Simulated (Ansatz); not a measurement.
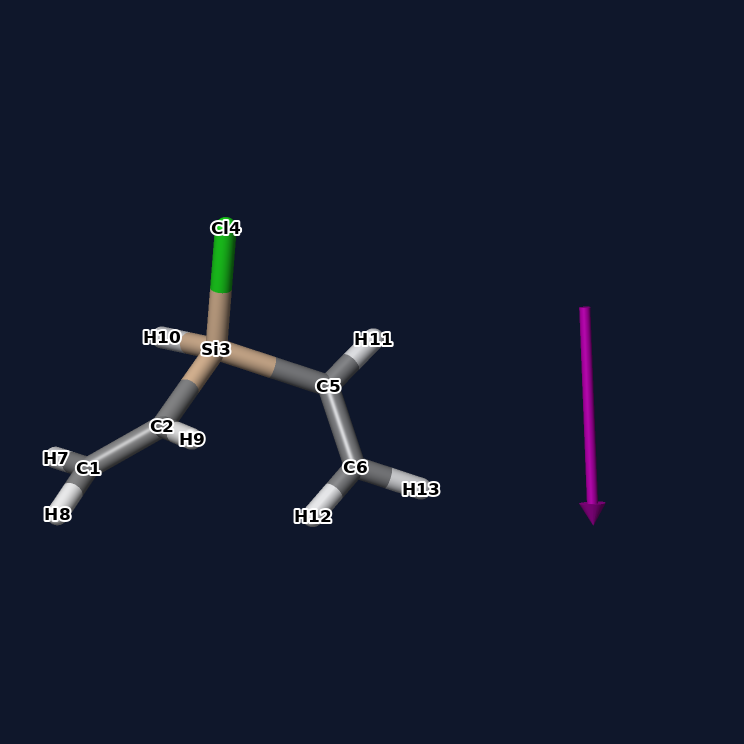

The arrow beside the molecule shows the direction of the dipole moment, from the negative to the positive end (its length means nothing). The computed structure is the end point of a PBE-D4/def2-SVP optimisation. No frequency run is at hand to confirm it as a minimum. Properties computed with RKS PBE-D4/def2-SVP (Ansatz 0.2.0).

Question: How large is the dipole moment?

Answer: 2.13 D; it points from the side of Cl4 to the side of H12 (the outermost atoms at the two ends).
